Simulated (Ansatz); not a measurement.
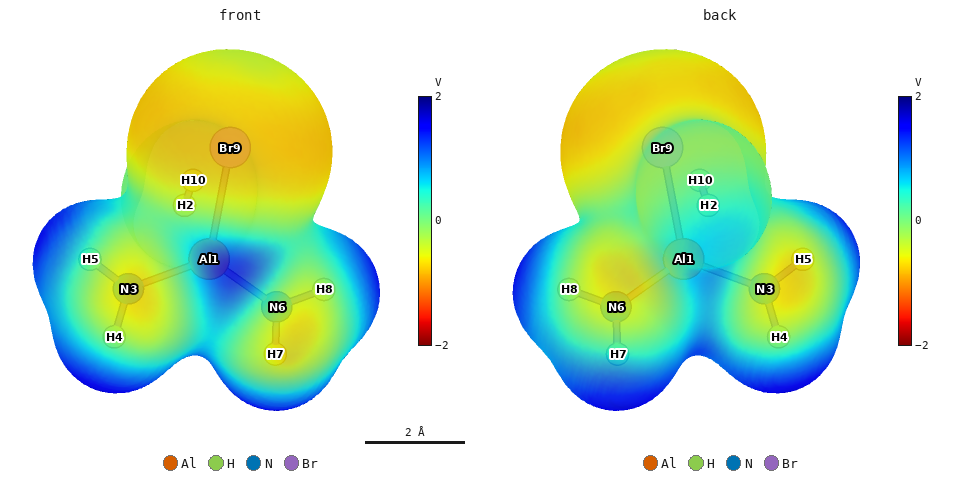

*AlBrH4N2···H2. The molecular electrostatic potential painted on the density surface at 0.002 e/bohr³, seen from the front and from behind; the colour scale runs from red (negative) to blue (positive).*

Not at a stationary point (largest force 1.9 eV/Å).

All numbers below come from RKS PBE-D4/def2-SVP in Ansatz 0.2.0.

```yaml
atoms:
  - { symbol: Al, position_ang: [0.0334, 0.7268, -0.5503] }
  - { symbol: H, position_ang: [-0.0437, 0.0053, 2.1137] }
  - { symbol: N, position_ang: [1.5983, -0.0288, -0.9010] }
  - { symbol: H, position_ang: [1.7455, -0.8712, -1.4599] }
  - { symbol: H, position_ang: [2.4948, 0.3797, -0.6288] }
  - { symbol: N, position_ang: [-1.5528, 0.0335, -0.9317] }
  - { symbol: H, position_ang: [-1.7391, -0.9133, -1.2663] }
  - { symbol: H, position_ang: [-2.4244, 0.5590, -0.8416] }
  - { symbol: Br, position_ang: [0.0649, 2.9162, 0.3742] }
  - { symbol: H, position_ang: [-0.0098, 0.7237, 2.0363] }
```

Question: Describe the electrostatic potential map.

Answer: The most negative region (about −0.8 V, or −18 kcal/mol for a unit charge) lies over Br9, the most positive (about +1.6 V, or +37 kcal/mol for a unit charge) over H4 and H7.
